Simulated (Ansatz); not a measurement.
One crystal and one scan (frozen-phonon scan) at two levels, PBE (plane waves to 420 eV, PAW, scalar-relativistic; Ansatz, a quantum-chemistry and plane-wave program) and r2SCAN (plane waves to 500 eV, PAW, scalar-relativistic; Ansatz), each from its own relaxed cell and on its own mesh. The cell shown is that of PBE.

ZnSe (zinc blende)

```
CELL_PARAMETERS angstrom
      0.00000     5.73301     5.73301
      2.86650     2.86650     5.73301
      2.86650     2.86650     0.00000
ATOMIC_POSITIONS crystal
  Se 0.00000 0.75000 0.75000
  Se 0.50000 0.75000 0.75000
  Zn 0.00000 0.00000 0.00000
  Zn 0.50000 0.00000 0.00000
```

A phonon eigenvector at X = (0.5, 0.5, 0.0) is frozen into this cell: atom i moves by Q times the vector below, so Q is the largest atomic displacement, in Å. The cell is held. It is one choice among 2 degenerate patterns. (q is in reciprocal vectors of the primitive cell; the cell shown is doubled to hold the pattern.)

```csv
atom,x,y,z
Se1,0.690,0.000,0.000
Se2,-0.690,0.000,0.000
Zn3,0.000,1.000,0.000
Zn4,0.000,-1.000,0.000
```

ZnSe was relaxed with its symmetry unable to fall. Percentages come from the unrounded values.

| quantity | PBE | r2SCAN | PBE − r2SCAN |
|---|---|---|---|
| Lattice constant a (Å) | 5.733 | 5.665 | +0.068 (+1.2 %) |
| Band gap of the relaxed cell, no spin-orbit coupling (eV) | 1.15 | 1.87 | -0.72 (-38 %) |
| Harmonic wavenumber from the curvature (finite differences) (cm⁻¹ (negative: imaginary)) | 68 | 72 | -4 (-5 %) |

PBE gives the higher value for: lattice constant a. PBE gives the lower value for: band gap of the relaxed cell, no spin-orbit coupling; harmonic wavenumber from the curvature. Both give the same shape of the curve: a single well with its minimum at or next to zero displacement. Neither level is exact: the differences show how much the result hangs on the functional.

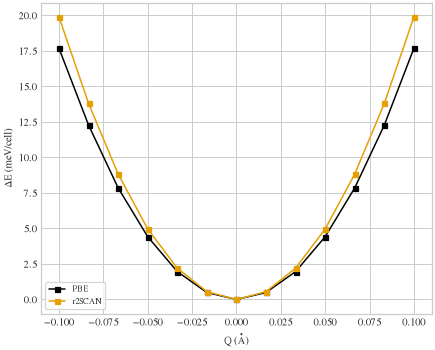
*ΔE, each from the undisplaced structure of its own level.*

(A displaced cell: forces are minus the slopes of the energy, force constants its curvatures, and phonons follow from these.)
